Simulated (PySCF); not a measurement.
```xyz
16

C    -1.9852    1.8211    0.1199
C    -0.9200    1.0471    0.0273
C     0.5406    1.2747   -0.2757
N     0.7318   -0.1752   -0.1139
Ge    2.1456   -1.2873   -0.2220
C    -0.6204   -0.3812    0.1656
C    -1.2959   -1.4916    0.4419
H    -1.9228    2.8851   -0.0368
H    -2.9544    1.4166    0.3554
H     1.0796    1.8814    0.4565
H     0.7561    1.6447   -1.2814
H     1.9161   -2.3156   -1.2904
H     2.3595   -1.9852    1.0891
H     3.3067   -0.4127   -0.5595
H    -0.7927   -2.4443    0.4773
H    -2.3520   -1.4688    0.6351
```

Geometry: GFN2-xTB.

The calculation used B3LYP/def2-SVPD, SCF density, gas phase in PySCF 2.14.0.

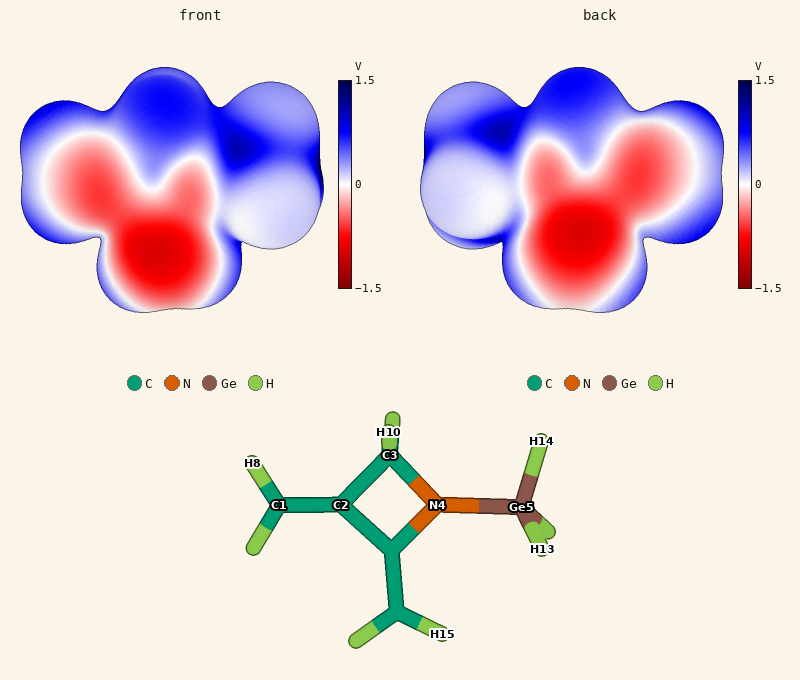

C5H9GeN. The molecular electrostatic potential painted on the density surface at 0.002 e/bohr³, seen from the front and from behind; the colour scale runs from red (negative) to blue (positive). The bare structure is drawn below in the same view.

### Describe the electrostatic potential map.

The most negative region (about −1.0 V) lies over the π face of C7, the most positive (about +1.3 V) over Ge5.
